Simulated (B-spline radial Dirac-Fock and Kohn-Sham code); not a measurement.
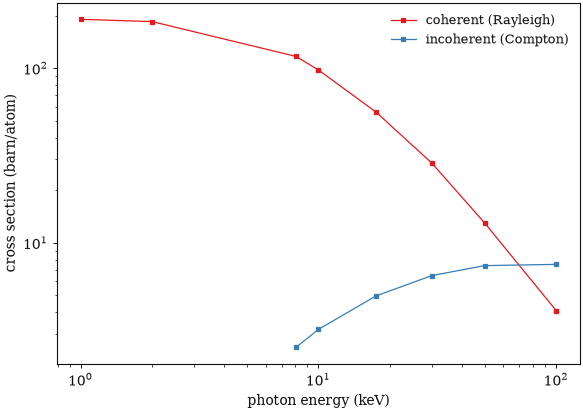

Coherent and incoherent photon scattering cross sections against photon energy, computed at the marked points and joined by straight lines. The figure is for Cu¹²⁺ ([Ne] 3s2 3p5). Level of theory: Thomson × f² and Klein–Nishina × S on Dirac–Fock densities, without anomalous dispersion; calculated with a B-spline radial code.

Where does Compton scattering overtake Rayleigh scattering?

Answer. Between 50.0 keV and 100 keV.

What are the two cross sections at 30.00 keV?

Answer. Coherent 28.6 b, incoherent 6.47 b.
